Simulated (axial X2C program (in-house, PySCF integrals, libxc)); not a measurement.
**SF: from the state search to constants**

What are the state, bond length, wavenumber and bond energy of SF, and what does spin–orbit coupling change?

Computed with an in-house X2C program for linear molecules on PySCF integrals. Level: all-electron X2C, S dyall-av3z, F dyall-av3z.

All values are calculated.

**1. The job**

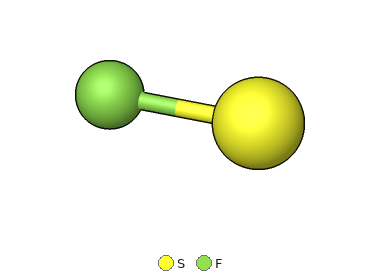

The two atoms at 1.670 Å (sulfur yellow, fluorine green).

task.json reads:

```json
{
 "zs": [
  16,
  9
 ],
 "q": 0,
 "bas": [
  "dyall-av3z",
  "dyall-av3z"
 ],
 "levels": [
  "PBE0",
  "HF",
  "r2SCAN0"
 ],
 "cc": true,
 "r0": 1.67,
 "thr": -2.0,
 "nmax": 90,
 "npts": 10,
 "nst": 2,
 "ntry": 6
}
```

Keys: zs atomic numbers; q charge; bas basis sets; levels methods (HF also brings MP2); cc coupled cluster on or off; r0 starting distance in Å; thr threshold in hartree for freezing inner shells (an s shell follows its p shell); nmax most natural virtual spinors; npts points asked for on the curve; nst determinants followed; ntry starts of the search.

The run is started by

```
$ python so2c.py task.json out
```

Spin-free means the one-electron spin-free X2C Hamiltonian; two-component (2c) means X2C with spin–orbit coupling and atomic mean-field two-electron Coulomb and Gaunt terms. Basis: S dyall-av3z contracted to [9s8p3d2f], F dyall-av3z contracted to [7s6p3d2f]; Gaussian nuclei, density fitting. Masses: S 31.972 u, F 18.998 u.

Notation: σ, π±, δ± give the projection m of an orbital's angular momentum (0, ±1, ±2), α and β its spin, Λ and M_S the sums; ω is the projection of a spinor's total angular momentum and Ω the sum. Logs are in hartree.

The results follow Hamiltonian by Hamiltonian and level by level.

**2. Search for the lowest determinant**

PBE0 moves the distance from 1.670 Å to 1.606 Å and compares determinants there.

Spin-free determinants:

```json
{"ΔE (eV)": "0.00", "state": "M_S = 1/2, Λ = 1", "open shells": "beyond closed shells: π+α, π+β, π-α"}
{"ΔE (eV)": "2.47", "state": "M_S = 3/2, Λ = 0", "open shells": "beyond closed shells: σα, π+α, π-α"}
{"ΔE (eV)": "3.24", "state": "M_S = 1/2, Λ = 0", "open shells": "beyond closed shells: σβ, π+α, π-α"}
{"ΔE (eV)": "3.92", "state": "M_S = 1/2, Λ = 0", "open shells": "beyond closed shells: σα, π+β, π-α"}
{"ΔE (eV)": "3.92", "state": "M_S = 1/2, Λ = 2", "open shells": "beyond closed shells: σα, π+α, π+β"}
```

Two-component determinants:

```json
{"ΔE (eV)": "0.00", "state": "Ω = 3/2", "open shells": "excess of +ω over −ω: ω = 3/2"}
{"ΔE (eV)": "0.05", "state": "Ω = 1/2", "open shells": "excess of +ω over −ω: ω = 1/2"}
{"ΔE (eV)": "3.26", "state": "Ω = 1/2", "open shells": "excess of +ω over −ω: 2 × ω = -1/2, ω = 3/2"}
{"ΔE (eV)": "3.89", "state": "Ω = 1/2", "open shells": "excess of +ω over −ω: ω = 1/2"}
{"ΔE (eV)": "3.95", "state": "Ω = 5/2", "open shells": "excess of +ω over −ω: 2 × ω = 1/2, ω = 3/2"}
```

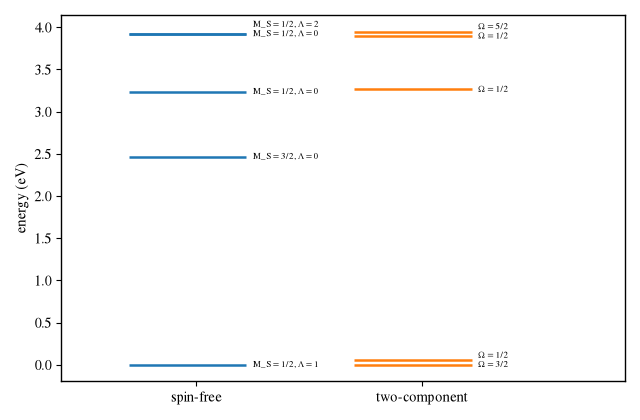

The determinants found, each set from its own lowest.

**3. PBE0, spin-free**

State followed: M_S = 1/2, Λ = 1 (beyond closed shells: π+α, π+β, π-α). The scan is laid around 1.606 Å, a first estimate of the minimum, and this SCF restarts from the orbitals of the search.

Output at 1.606 Å:

```text
spin-free X2C-1e  PBE0
basis functions 116  fitting functions 591  grid points 4355
iter        total energy     max residual
   1       -498.977635208     1.70e-05
   2       -498.977635211     2.29e-05
   3       -498.977635218     5.79e-06
   4       -498.977635219     2.80e-06
converged
one-electron -784.74804837  Coulomb 274.31106340  exact exchange -8.78539845  xc functional -27.20327071  nuclear repulsion 47.44801891
```

Along the bond, energies from the lowest point:

| R (Å) | E (eV) | μ (D) | HOMO (eV) | LUMO (eV) | iterations |
| --- | --- | --- | --- | --- | --- |
| 1.397 | 1.0362 | 0.38 | -6.47 | -3.90 | 10 |
| 1.462 | 0.4310 | 0.01 | -6.72 | -4.16 | 10 |
| 1.510 | 0.1720 | -0.25 | -6.91 | -4.33 | 10 |
| 1.558 | 0.0377 | -0.51 | -7.08 | -4.50 | 10 |
| 1.606 | 0.0000 | -0.76 | -7.24 | -4.67 | 4 |
| 1.662 | 0.0488 | -1.03 | -7.42 | -4.84 | 11 |
| 1.718 | 0.1717 | -1.29 | -7.59 | -5.01 | 11 |
| 1.791 | 0.4057 | -1.61 | -7.79 | -5.20 | 12 |
| 1.879 | 0.7643 | -1.97 | -8.01 | -5.41 | 13 |
| 2.007 | 1.3527 | -2.43 | -8.28 | -5.66 | 14 |

Dipoles are positive if F is the positive end.

Outer orbitals at the reference distance:

| symmetry | occupied | ε (eV) | atomic character |
| --- | --- | --- | --- |
| σα | yes | -34.98 | 75% F s, 8% S p, 6% S d |
| σβ | yes | -34.72 | 75% F s, 8% S p, 6% S d |
| σα | yes | -20.66 | 56% S s, 31% F p, 8% F s |
| σβ | yes | -19.71 | 50% S s, 38% F p, 8% F s |
| σα | yes | -14.30 | 51% F p, 26% S p, 18% S s |
| π+α | yes | -14.03 | 82% F p, 12% S p, 3% S d |
| π-α | yes | -14.03 | 82% F p, 12% S p, 3% S d |
| σβ | yes | -13.85 | 46% F p, 26% S p, 23% S s |
| π+β | yes | -13.72 | 83% F p, 10% S p, 3% S d |
| π-β | yes | -13.34 | 84% F p, 9% S p, 4% S d |
| π-α | yes | -8.27 | 78% S p, 13% F p, 4% F d |
| π+α | yes | -8.27 | 78% S p, 13% F p, 4% F d |
| π+β | yes | -7.24 | 80% S p, 11% F p, 4% F d |
| π-β | no | -4.67 | 80% S p, 10% F p, 4% F d |
| σα | no | -1.80 | 56% S p, 19% S d, 13% F p |
| σβ | no | -1.44 | 56% S p, 18% S d, 12% F p |
| σα | no | 0.45 | 90% S s, 4% S p, 3% F s |

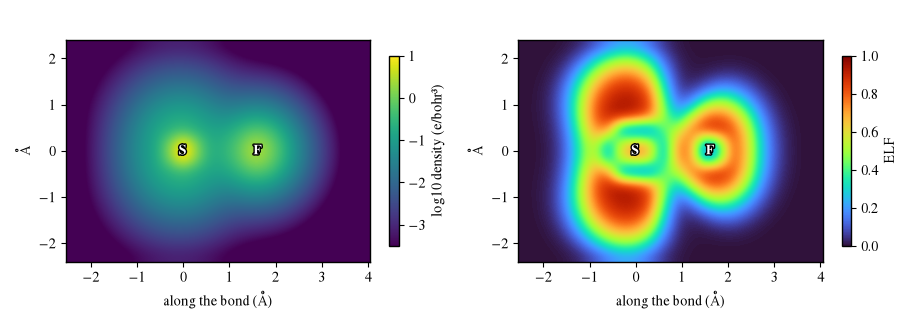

PBE0 fields in a plane through the axis, from a grid of 0.3 Å; S lies at z = 0 and F at z = 1.606 Å; the ELF is damped to zero where the density is low.

Re = 1.604 Å, ωe = 857 cm⁻¹, ωexe = 4.08 cm⁻¹, Be = 0.5497 cm⁻¹, De = 3.52 eV, μ = -0.75 D.

**4. HF, spin-free**

Output at 1.606 Å:

```text
spin-free X2C-1e  HF
basis functions 116  fitting functions 591  grid points 4355
iter        total energy     max residual
   1       -498.130559858     8.77e-02
   2       -498.147149922     7.78e-03
   3       -498.148159871     6.80e-03
   4       -498.148428781     1.85e-03
   5       -498.148528121     1.39e-03
   6       -498.148560780     5.29e-04
   7       -498.148567379     1.18e-04
   8       -498.148568249     5.93e-05
   9       -498.148568453     3.07e-05
  10       -498.148568524     1.19e-05
  11       -498.148568536     2.68e-06
  12       -498.148568537     8.76e-07
converged
one-electron -784.58789102  Coulomb 274.20658539  exact exchange -35.21528183  xc functional 0.00000000  nuclear repulsion 47.44801891
```

Re = 1.576 Å, ωe = 918 cm⁻¹, ωexe = 3.8 cm⁻¹, Be = 0.5695 cm⁻¹, De = 1.32 eV, μ = -0.98 D.

**5. r2SCAN0, spin-free**

Output at 1.606 Å:

```text
spin-free X2C-1e  r2SCAN0
basis functions 116  fitting functions 591  grid points 4355
iter        total energy     max residual
   1       -499.113782030     1.18e-02
   2       -499.114694683     3.20e-03
   3       -499.114446318     6.10e-03
   4       -499.114844404     2.03e-04
   5       -499.114845868     1.02e-04
   6       -499.114846380     5.84e-05
   7       -499.114846526     1.47e-05
   8       -499.114846543     3.61e-06
   9       -499.114846544     9.73e-07
converged
one-electron -784.78808122  Coulomb 274.37056138  exact exchange -8.79157970  xc functional -27.35376591  nuclear repulsion 47.44801891
```

Re = 1.595 Å, ωe = 875 cm⁻¹, ωexe = 4.03 cm⁻¹, Be = 0.5562 cm⁻¹, De = 3.16 eV, μ = -0.72 D.

**6. Correlated methods, spin-free**

Correlated methods: 13 electrons correlated (frozen shells, counted by type: S 2 s, 1 p; F 1 s), 195 virtual spinors in MP2, 90 natural virtuals in coupled cluster.

Output of the correlated part at 1.606 Å:

```text
correlated 13  virtual 195  natural virtual 90  E(MP2) -0.418755625  MP2 remainder -0.018668504
iter   CCSD correlation   residual
   1     -0.405394434   1.26e-01
   2     -0.416149957   5.00e-02
   3     -0.419098256   2.01e-02
   4     -0.419106083   7.03e-03
   5     -0.419224536   3.30e-03
   6     -0.419242957   1.28e-03
   7     -0.419241286   4.26e-04
   8     -0.419247084   1.54e-04
   9     -0.419244920   6.19e-05
  10     -0.419245322   2.06e-05
  11     -0.419244839   8.45e-06
  12     -0.419244823   3.80e-06
(T) -0.015015868  T1 0.0232  D1 0.0612  max T2 0.075
```

T1 in the output is the amplitude norm over the root of the electron number; divide by √2 for the Lee–Taylor value.

MP2: Re = 1.612 Å, ωe = 842 cm⁻¹, Be = 0.5441 cm⁻¹, De = 3.67 eV.

CCSD: Re = 1.608 Å, ωe = 849 cm⁻¹, ωexe = 4.28 cm⁻¹, Be = 0.547 cm⁻¹, De = 3.26 eV. T1 at Re = 0.016 (Lee–Taylor, the printed value over √2).

CCSD(T): Re = 1.617 Å, ωe = 828 cm⁻¹, ωexe = 4.45 cm⁻¹, Be = 0.5413 cm⁻¹, De = 3.42 eV. T1 at Re = 0.017 (Lee–Taylor, the printed value over √2).

**7. A higher determinant, spin-free**

State: M_S = 3/2, Λ = 0 (beyond closed shells: σα, π+α, π-α).

Output at the reference distance:

```text
spin-free X2C-1e  PBE0
basis functions 116  fitting functions 591  grid points 4355
iter        total energy     max residual
   1       -498.887005466     9.15e-06
   2       -498.887005468     6.09e-06
converged
one-electron -784.46426395  Coulomb 274.15720846  exact exchange -8.79694291  xc functional -27.23102599  nuclear repulsion 47.44801891
```

| R (Å) | E above the lowest PBE0 point (eV) |
| --- | --- |
| 1.397 | 4.339 |
| 1.462 | 3.552 |
| 1.510 | 3.105 |
| 1.558 | 2.748 |
| 1.606 | 2.466 |
| 1.662 | 2.216 |
| 1.718 | 2.037 |
| 1.791 | 1.894 |
| 1.879 | 1.827 |

No constants are quoted: the lowest point is the long end of the scan.

**8. The spin-free curves together**

Energy (eV) of the followed determinant, spin-free, from each level's lowest point:

| R (Å) | PBE0 | HF | MP2 | CCSD | CCSD(T) | r2SCAN0 |
| --- | --- | --- | --- | --- | --- | --- |
| 1.397 | 1.036 | 0.833 | 1.102 | n/a | n/a | 0.965 |
| 1.462 | 0.431 | 0.295 | 0.474 | 0.452 | 0.488 | 0.383 |
| 1.510 | 0.172 | 0.086 | 0.200 | 0.185 | 0.210 | 0.141 |
| 1.558 | 0.038 | 0.000 | 0.051 | 0.044 | 0.056 | 0.022 |
| 1.606 | 0.000 | 0.009 | 0.000 | 0.000 | 0.000 | 0.000 |
| 1.662 | 0.049 | 0.111 | 0.034 | 0.042 | 0.027 | 0.065 |
| 1.718 | 0.172 | 0.286 | 0.142 | 0.158 | 0.128 | 0.204 |
| 1.791 | 0.406 | 0.583 | 0.356 | 0.382 | 0.332 | 0.457 |
| 1.879 | 0.764 | 1.012 | 0.731 | n/a | n/a | 0.837 |
| 2.007 | 1.353 | 1.717 | 1.279 | n/a | n/a | 1.454 |

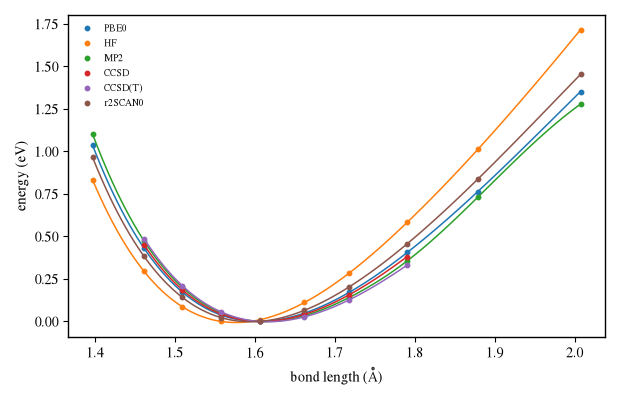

Curves of the followed state, spin-free, each from its own lowest point.

[end of part 1 of 2]
